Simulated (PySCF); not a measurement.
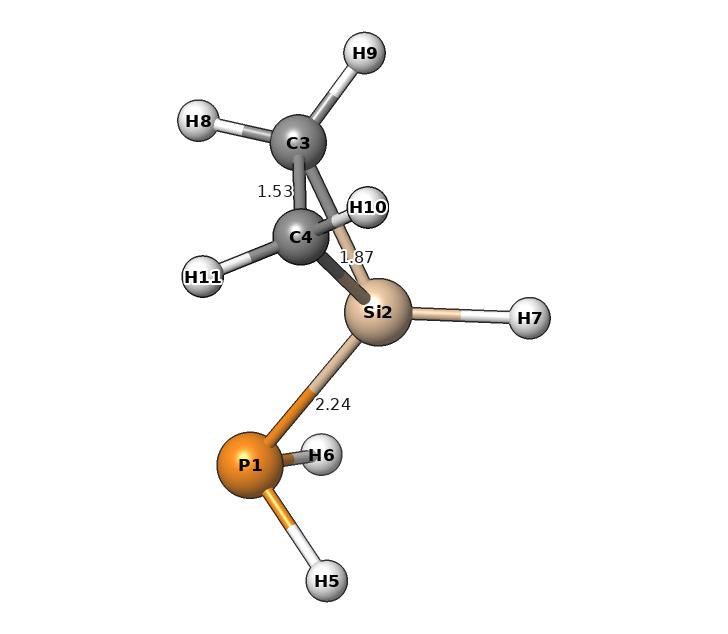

Bond lengths are marked in Å; every bond is drawn as one stick. The computed structure is the end point of a PBE0-D3(BJ)/def2-SVP optimisation. No frequency run is at hand to confirm it as a minimum.

**Which of the marked bonds are single, double, triple or aromatic?**

P1–Si2 single; Si2–C4 single; C3–C4 single.

**Write the SMILES.**

P[SiH]1CC1
